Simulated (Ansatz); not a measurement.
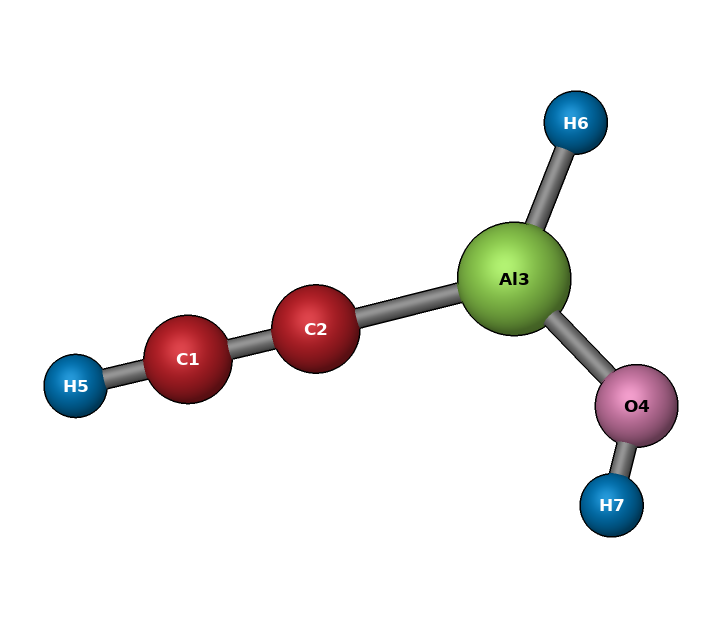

The questions are on Mulliken charges. The computed structure is the end point of a PBE-D4/def2-SVP optimisation. No frequency run is at hand to confirm it as a minimum. Method: RKS PBE-D4/def2-SVP (Ansatz 0.2.0).

Which atom carries the highest charge (most positive or least negative)?

Al3 (0.58 e).

And the lowest?

O4 (−0.41 e).

Give the Mulliken charges atom by atom.

```csv
atom,value (e)
C1,−0.25
C2,0.01
Al3,0.58
O4,−0.41
H5,0.02
H6,−0.14
H7,0.19
```

Mulliken values depend strongly on the basis set and can even reverse the polarity of a bond.
